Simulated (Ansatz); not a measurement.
**C₂H₇NSi: geometry and vibrations**

The task is to find a stationary geometry of C₂H₇NSi, then compute its harmonic vibrations to see whether it is a minimum and to get the zero-point energy and entropy.

Program: Ansatz 0.2.0, Gaussian basis. Level of theory: RKS PBE0-D4/def2-TZVP. These are calculated values, not measurements.

Plan: relaxation at PBE-D4/def2-SVP; relaxation at PBE0-D4/def2-TZVP; harmonic vibrations at the same level.

1 further run of the same task is left out (set aside as unsound or not needed).

**1. Starting geometry**

SMILES `NC=C[SiH3]`, 11 atoms, charge 0, spin multiplicity 1.

Atoms are counted from 1 here; the program's logs count them from 0.

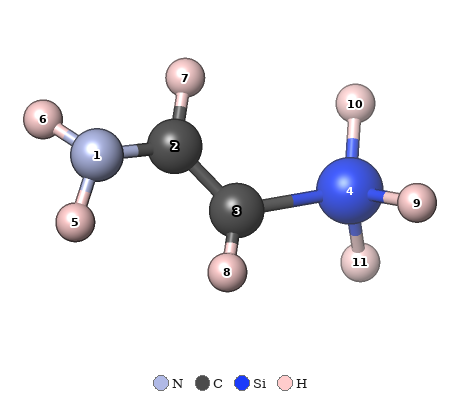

Start geometry, drawn with nitrogen light blue, carbon dark grey, silicon blue, hydrogen pink; atoms are numbered from 1 in the order of the file.

Geometry (Å):

```
atom    x (Å)    y (Å)    z (Å)
  N1  -1.2085   1.3565   1.2054
  C2  -0.2150   0.7053   0.6468
  C3  -0.3531  -0.3279  -0.2004
 Si4   1.1467  -1.2630  -0.9129
  H5  -2.1409   1.2580   0.6951
  H6  -1.0554   2.3996   1.3650
  H7   0.7858   1.0866   0.9777
  H8  -1.2565  -0.6777  -0.4928
  H9   1.0359  -2.6635  -0.3972
 H10   2.3732  -0.6645  -0.4978
 H11   0.9533  -1.2664  -2.3682
```

The start is a force-field geometry with small random shifts, so a cheaper pass at PBE-D4/def2-SVP comes first.

**2. Geometry optimisation, PBE-D4/def2-SVP (cheap first pass)**

in.yaml

```yaml
crystal:
  periodic: [false, false, false]
  atoms:
    - {symbol: N, position_ang: [-1.208500, 1.356500, 1.205400]}
    - {symbol: C, position_ang: [-0.215000, 0.705300, 0.646800]}
    - {symbol: C, position_ang: [-0.353100, -0.327900, -0.200400]}
    - {symbol: Si, position_ang: [1.146700, -1.263000, -0.912900]}
    - {symbol: H, position_ang: [-2.140900, 1.258000, 0.695100]}
    - {symbol: H, position_ang: [-1.055400, 2.399600, 1.365000]}
    - {symbol: H, position_ang: [0.785800, 1.086600, 0.977700]}
    - {symbol: H, position_ang: [-1.256500, -0.677700, -0.492800]}
    - {symbol: H, position_ang: [1.035900, -2.663500, -0.397200]}
    - {symbol: H, position_ang: [2.373200, -0.664500, -0.497800]}
    - {symbol: H, position_ang: [0.953300, -1.266400, -2.368200]}
basis:
  gaussian: {orbitals: def2-SVP}
hamiltonian: {xc: pbe, dispersion: d4}
relax: {f_tol: 0.03, max_steps: 200}
```

Launch:

```bash
$ ansatz run in.yaml --threads 2 --pin off --events-out ev --progress --plain --max-ram 4352MiB
```

The program printed (excerpt; [...] marks lines left out):

```text
Functional definition: PBE
  name "PBE"
  cite "Perdew, Burke & Ernzerhof, Phys. Rev. Lett. 77, 3865 (1996) doi:10.1103/PhysRevLett.77.3865"
  parent pbe
[...]
1090 factors; their error is unknown
[...]
mean field -11540.37456025 eV, -424.1009427423 hartree, gradient 1.8e-5 eV, S^2 0.000000; 0 other end points of the search recorded, 0 dependent functions left out
[...]
reference -11540.37459755 eV, -424.1009441130 hartree; 20, 20 occupied and 75, 75 virtual orbitals, 1090 factors
relax step   1: F+E_penalty+E_count = -11540.56999771 eV  Δ(F+E_penalty+E_count) = +0.000e0 eV  max|allowed force component| = 4.906e0 eV/Å  Δτ_max = 0.0000 Å  (27 SCF iters, accepted)
[...]
relax step   7: F+E_penalty+E_count = -11541.18698636 eV  Δ(F+E_penalty+E_count) = -1.100e-3 eV  max|allowed force component| = 3.167e-2 eV/Å  Δτ_max = 0.0165 Å  (30 SCF iters, accepted)
[...]
relax step   8: F+E_penalty+E_count = -11541.18706060 eV  Δ(F+E_penalty+E_count) = -7.424e-5 eV  max|allowed force component| = 2.435e-2 eV/Å  Δτ_max = 0.0076 Å  (32 SCF iters, accepted)
1090 factors; their error is unknown
mean field -11540.99320823 eV, -424.1236776362 hartree, gradient 3.0e-5 eV, S^2 0.000000; 1 other end points of the search recorded, 0 dependent functions left out
[...]
reference -11540.99324512 eV, -424.1236789919 hartree; 20, 20 occupied and 75, 75 virtual orbitals, 1090 factors
Total energy: -11541.18709749 eV, -424.1308029351 hartree
Atom 0 at    -1.231107     1.457774     1.162832 Å, force    -0.022435     0.024346     0.006049 eV/Å
Atom 1 at    -0.227336     0.729389     0.572993 Å, force     0.010975    -0.015288    -0.011094 eV/Å
Atom 2 at    -0.363896    -0.358564    -0.238447 Å, force    -0.010504    -0.012901    -0.012286 eV/Å
Atom 3 at     1.092371    -1.296918    -0.897689 Å, force     0.003162     0.010122     0.005001 eV/Å
Atom 4 at    -2.189280     1.321512     0.837862 Å, force     0.009459    -0.009267     0.002491 eV/Å
Atom 5 at    -1.020750     2.393938     1.504523 Å, force     0.001071    -0.003893     0.002580 eV/Å
Atom 6 at     0.783584     1.080397     0.851399 Å, force     0.003590     0.005109     0.002557 eV/Å
Atom 7 at    -1.387335    -0.687194    -0.501998 Å, force     0.002807     0.009456     0.006281 eV/Å
Atom 8 at     1.129026    -2.737742    -0.444045 Å, force    -0.000156    -0.000306    -0.000157 eV/Å
Atom 9 at     2.355659    -0.623906    -0.419156 Å, force     0.001554    -0.004030     0.000720 eV/Å
Atom 10 at     1.124564    -1.335686    -2.407574 Å, force     0.000476    -0.003347    -0.002142 eV/Å
Dipole moment:    -0.382335     0.562535     0.246998 e Å
```

Run time: 12 s. Hardware: 2 threads of Arm Neoverse V2, shared host.

Relaxation path:

```
step  energy from step 1 (eV)  largest force component (eV/Å)
   1                   0.0000                          4.9065
   2                  -0.5359                          1.4868
   3                  -0.5991                          0.3195
   4                  -0.6142                          0.0967
   5                  -0.6159                          0.0649
   6                  -0.6153                          0.1349
   7                  -0.6170                          0.0317
   8                  -0.6171                          0.0243
```

Close pairs (by a distance rule), those that changed most:

```
   bond  before (Å)  after (Å)  change (Å)
  C3–H8       1.012      1.107      +0.095
Si4–H10       1.426      1.509      +0.083
  N1–C2       1.313      1.373      +0.061
 C3–Si4       1.906      1.854      -0.052
  N1–H6       1.066      1.019      -0.048
  N1–H5       1.067      1.021      -0.047
Si4–H11       1.468      1.511      +0.043
  C2–C3       1.343      1.364      +0.021
```

**3. Geometry optimisation, PBE0-D4/def2-TZVP**

in.yaml

```yaml
crystal:
  periodic: [false, false, false]
  atoms:
    - {symbol: N, position_ang: [-1.231107, 1.457774, 1.162832]}
    - {symbol: C, position_ang: [-0.227336, 0.729389, 0.572993]}
    - {symbol: C, position_ang: [-0.363896, -0.358564, -0.238447]}
    - {symbol: Si, position_ang: [1.092371, -1.296918, -0.897689]}
    - {symbol: H, position_ang: [-2.189280, 1.321512, 0.837862]}
    - {symbol: H, position_ang: [-1.020750, 2.393938, 1.504523]}
    - {symbol: H, position_ang: [0.783584, 1.080397, 0.851399]}
    - {symbol: H, position_ang: [-1.387335, -0.687194, -0.501998]}
    - {symbol: H, position_ang: [1.129026, -2.737742, -0.444045]}
    - {symbol: H, position_ang: [2.355659, -0.623906, -0.419156]}
    - {symbol: H, position_ang: [1.124564, -1.335686, -2.407574]}
basis:
  gaussian: {orbitals: def2-TZVP}
hamiltonian: {xc: pbe0, dispersion: d4}
relax: {f_tol: 0.005, max_steps: 150}
```

The command is unchanged.

The program printed (excerpt; [...] marks lines left out):

```text
Functional definition: PBE0
  name "PBE0"
  cite "Adamo & Barone, J. Chem. Phys. 110, 6158 (1999) doi:10.1063/1.478522"
  cite "Perdew, Burke & Ernzerhof, Phys. Rev. Lett. 77, 3865 (1996) doi:10.1103/PhysRevLett.77.3865"
  parent pbe
[...]
1091 factors; their error is unknown
[...]
mean field -11549.01643918 eV, -424.4185259352 hartree, gradient 6.9e-5 eV, S^2 0.000000; 0 other end points of the search recorded, 0 dependent functions left out
[...]
reference -11549.01647176 eV, -424.4185271326 hartree; 20, 20 occupied and 152, 152 virtual orbitals, 1091 factors
relax step   1: F+E_penalty+E_count = -11549.17927493 eV  Δ(F+E_penalty+E_count) = +0.000e0 eV  max|allowed force component| = 6.521e-1 eV/Å  Δτ_max = 0.0000 Å  (27 SCF iters, accepted)
[...]
Atom 1 at    -0.219396     0.714519     0.564824 Å, force     0.000228    -0.001553    -0.004542 eV/Å
Atom 2 at    -0.363302    -0.355312    -0.233933 Å, force    -0.004474    -0.001300     0.001915 eV/Å
Atom 3 at     1.082743    -1.278642    -0.887586 Å, force     0.001420    -0.002238     0.001776 eV/Å
Atom 4 at    -2.156817     1.302541     0.821530 Å, force    -0.000006     0.001495     0.000268 eV/Å
Atom 5 at    -1.007857     2.365615     1.471164 Å, force    -0.000799    -0.000659    -0.000315 eV/Å
Atom 6 at     0.776336     1.060366     0.834432 Å, force     0.001342     0.001299    -0.000240 eV/Å
Atom 7 at    -1.373985    -0.677249    -0.483518 Å, force     0.003359     0.002176    -0.001437 eV/Å
Atom 8 at     1.107943    -2.701049    -0.440209 Å, force     0.000688    -0.000446    -0.000270 eV/Å
Atom 9 at     2.326678    -0.613395    -0.406367 Å, force    -0.000051     0.000432    -0.000139 eV/Å
Atom 10 at     1.111432    -1.309399    -2.378275 Å, force    -0.000962     0.000927    -0.000052 eV/Å
Dipole moment:    -0.344047     0.519023     0.198140 e Å
```

Wall time 24 s (2 threads of Arm Neoverse V2, shared host).

Along the way:

```
step  energy from step 1 (eV)  largest force component (eV/Å)
   1                   0.0000                          0.6521
   2                  -0.0475                          0.1593
   3                  -0.0505                          0.0297
   4                  -0.0505                          0.0207
   5                  -0.0505                          0.0160
   6                  -0.0506                          0.0057
   7                  -0.0506                          0.0045
```

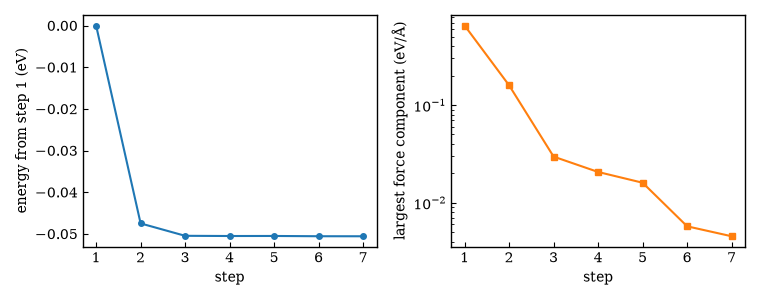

Energy and force, step by step.

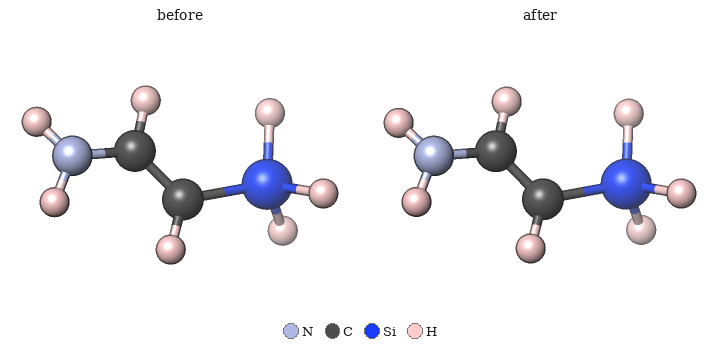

The geometry before (left) and after (right).

Close pairs (by a distance rule), those that changed most:

```
   bond  before (Å)  after (Å)  change (Å)
  C2–C3       1.364      1.343      -0.021
 Si4–H9       1.511      1.491      -0.020
Si4–H11       1.511      1.491      -0.019
Si4–H10       1.509      1.490      -0.019
  C2–H7       1.106      1.088      -0.018
 C3–Si4       1.854      1.836      -0.018
  C3–H8       1.107      1.090      -0.017
  N1–H5       1.021      1.006      -0.015
```

Mulliken charges of the relaxed molecule (report file):

```
atom  value (e)
  N1      -0.44
  C2       0.01
  C3      -0.32
 Si4       0.17
  H5       0.24
  H6       0.24
  H7       0.12
  H8       0.10
  H9      -0.04
 H10      -0.05
 H11      -0.04
```

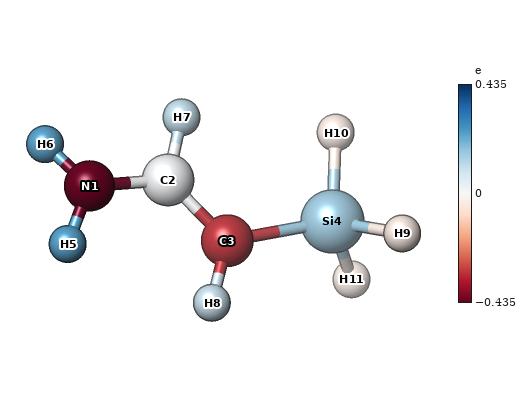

Mulliken charges of the relaxed molecule (report file), as colours on the atoms.

**4. Vibrations by finite differences**

in.yaml

```yaml
crystal:
  periodic: [false, false, false]
  atoms:
    - {symbol: N, position_ang: [-1.218276, 1.435004, 1.158638]}
    - {symbol: C, position_ang: [-0.219396, 0.714519, 0.564824]}
    - {symbol: C, position_ang: [-0.363302, -0.355312, -0.233933]}
    - {symbol: Si, position_ang: [1.082743, -1.278642, -0.887586]}
    - {symbol: H, position_ang: [-2.156817, 1.302541, 0.821530]}
    - {symbol: H, position_ang: [-1.007857, 2.365615, 1.471164]}
    - {symbol: H, position_ang: [0.776336, 1.060366, 0.834432]}
    - {symbol: H, position_ang: [-1.373985, -0.677249, -0.483518]}
    - {symbol: H, position_ang: [1.107943, -2.701049, -0.440209]}
    - {symbol: H, position_ang: [2.326678, -0.613395, -0.406367]}
    - {symbol: H, position_ang: [1.111432, -1.309399, -2.378275]}
basis:
  gaussian: {orbitals: def2-TZVP}
hamiltonian: {xc: pbe0, dispersion: d4}
phonons: {temperatures: {t_min: 298.15, t_max: 900, t_step: 200}}
```

The command is unchanged.

The program printed (excerpt; [...] marks lines left out):

```text
Functional definition: PBE0
  name "PBE0"
  cite "Adamo & Barone, J. Chem. Phys. 110, 6158 (1999) doi:10.1063/1.478522"
  cite "Perdew, Burke & Ernzerhof, Phys. Rev. Lett. 77, 3865 (1996) doi:10.1103/PhysRevLett.77.3865"
  parent pbe
[...]
1091 factors; their error is unknown
[...]
mean field -11549.06562949 eV, -424.4203336457 hartree, gradient 6.0e-5 eV, S^2 0.000000; 0 other end points of the search recorded, 0 dependent functions left out
[...]
reference -11549.06566174 eV, -424.4203348309 hartree; 20, 20 occupied and 152, 152 virtual orbitals, 1091 factors
[...]
1091 factors; their error is unknown
mean field -11549.06538288 eV, -424.4203245833 hartree, gradient 2.6e-6 eV, S^2 0.000000; 0 other end points of the search recorded, 0 dependent functions left out
[...]
reference -11549.06541514 eV, -424.4203257686 hartree; 20, 20 occupied and 152, 152 virtual orbitals, 1091 factors
[...]
Atom 4 at    -2.156817     1.302541     0.821530 Å, force    -0.000021     0.001492     0.000263 eV/Å
Atom 5 at    -1.007857     2.365615     1.471164 Å, force    -0.000800    -0.000656    -0.000315 eV/Å
Atom 6 at     0.776336     1.060366     0.834432 Å, force     0.001353     0.001304    -0.000236 eV/Å
Atom 7 at    -1.373985    -0.677249    -0.483518 Å, force     0.003372     0.002176    -0.001437 eV/Å
Atom 8 at     1.107943    -2.701049    -0.440209 Å, force     0.000688    -0.000438    -0.000273 eV/Å
Atom 9 at     2.326678    -0.613395    -0.406367 Å, force    -0.000051     0.000429    -0.000140 eV/Å
Atom 10 at     1.111432    -1.309399    -2.378275 Å, force    -0.000963     0.000929    -0.000043 eV/Å
Dipole moment:    -0.344047     0.519023     0.198139 e Å
Vibrations: 140.53 194.24 204.10 378.10 427.92 495.56 631.04 658.17 813.69 823.46 929.24 935.51 968.35 1001.36 1068.93 1219.62 1308.91 1358.74 1641.93 1702.08 2191.30 2202.32 2206.10 3133.73 3160.50 3611.62 3727.63 cm⁻¹, zero-point energy 2.302057 eV
```

Wall time 2.4 min (2 threads of Arm Neoverse V2, shared host).

Motions are named by where the mode's potential energy lies. The modes, unscaled (a negative number is an imaginary wavenumber):

```
mode  cm⁻¹                  motion
   1   141                 torsion
   2   194                 torsion
   3   204                    bend
   4   378                 torsion
   5   428  bend with Si–C stretch
   6   496                 torsion
   7   631                    bend
   8   658                    bend
   9   814                 torsion
  10   823  bend with Si–C stretch
  11   929       bend with torsion
  12   936                    bend
  13   968       bend with torsion
  14  1001                 torsion
  15  1069                    bend
  16  1220   C–N stretch with bend
  17  1309                    bend
  18  1359                    bend
  19  1642                    bend
  20  1702   C–C stretch with bend
  21  2191            Si–H stretch
  22  2202            Si–H stretch
  23  2206            Si–H stretch
  24  3134             C–H stretch
  25  3160             C–H stretch
  26  3612             N–H stretch
  27  3728             N–H stretch
```

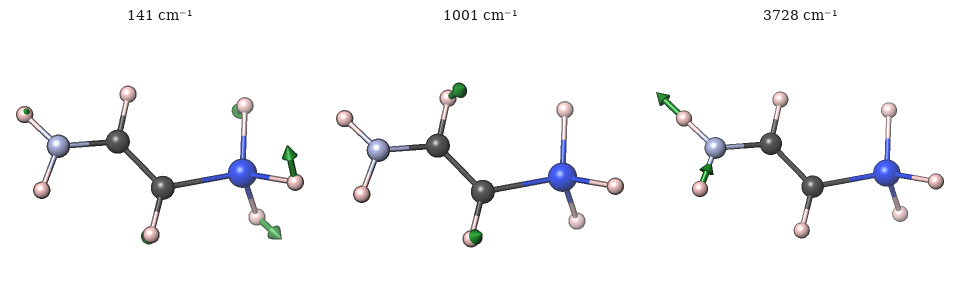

Displacements of 3 modes, as arrows.

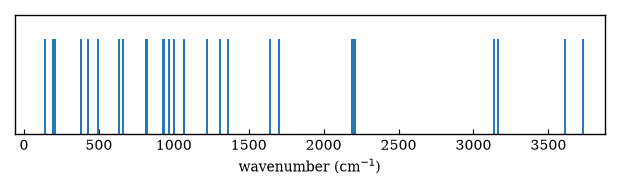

The harmonic wavenumbers as sticks (no intensities were computed).

Ideal gas, rigid rotor and harmonic oscillator at 298.15 K and 1 bar, with symmetry number 1:

```
                term            value
   zero-point energy    53.1 kcal/mol
          H(298) − E    57.5 kcal/mol
entropy, translation  162.4 J/(mol K)
   entropy, rotation  104.9 J/(mol K)
  entropy, vibration   47.8 J/(mol K)
      entropy, total  315.0 J/(mol K)
```

**5. Summary of results**

```
                  quantity            value
               point group               C1
                     steps            8 + 7
shift from the start (rms)          0.112 Å
              total energy   -11549.2299 eV
           dispersion term         -164 meV
             dipole moment           3.14 D
lowest, highest wavenumber   141, 3728 cm⁻¹
         zero-point energy    53.1 kcal/mol
       entropy at 298.15 K  315.0 J/(mol K)
```

**Reading.** The relaxed geometry lies 0.11 Å (rms) from the start; the bond that changed most is C3–H8, from 1.012 to 1.090 Å. All wavenumbers are real, so the end point is a minimum. The stiffest mode, 3728 cm⁻¹, is an N–H stretch, and 2 modes under 200 cm⁻¹ make the vibrational entropy uncertain. Harmonic hybrid wavenumbers usually lie a few per cent above measured fundamentals. The largest Mulliken charge, -0.44 e, sits on N1.
